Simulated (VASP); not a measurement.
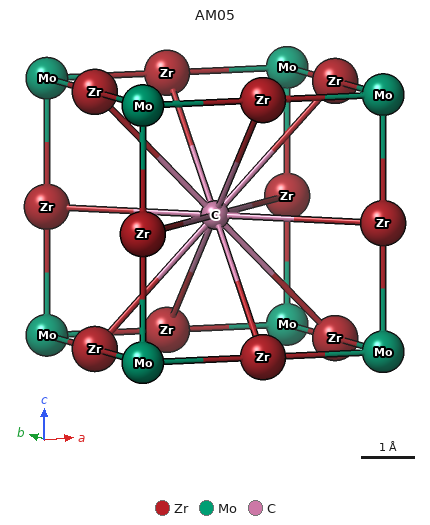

Crystalline Zr₃MoC (a generated structure, set up in Pm-3m), relaxed (cell and atoms) with several functionals. The picture shows the result with AM05. Style: ball-and-stick. Shown: the cell of the calculation, slightly off an axis.

Computed with VASP 6.6.1: VASP PAW PBE potentials, recommended; VASP PAW LDA potentials, recommended (each functional with its own set). Set-up: plane-wave cutoff 600 eV; k-point mesh 5 × 5 × 5; occupations fermi-dirac; smearing width 0.05 eV; no spin polarisation.

| functional | volume (Å³/atom) | a (Å) |
| --- | --- | --- |
| AM05 | 23.435 | 4.893 |
| revPBE | 24.871 | 4.991 |
| BLYP | 25.635 | 5.042 |
| LDA | 22.853 | 4.853 |
| vdW-DF-cx | 23.642 | 4.908 |
| rev-vdW-DF2 | 24.008 | 4.933 |
| optB88-vdW | 24.333 | 4.955 |
| PBE | 24.454 | 4.963 |
| PBEsol | 23.482 | 4.897 |
| RPBE | ? | ? |
| PW91 | 24.454 | 4.963 |

Estimate the missing row from the others, and compare with the calculation.

Answer. With RPBE the volume falls between revPBE (24.871) and BLYP (25.635). The calculation gives 25.033 Å³/atom (a = 5.002 Å). In order of volume: LDA < AM05 < PBEsol < vdW-DF-cx < rev-vdW-DF2 < optB88-vdW < PBE ≈ PW91 < revPBE < RPBE < BLYP; the spread is 12.2 %.
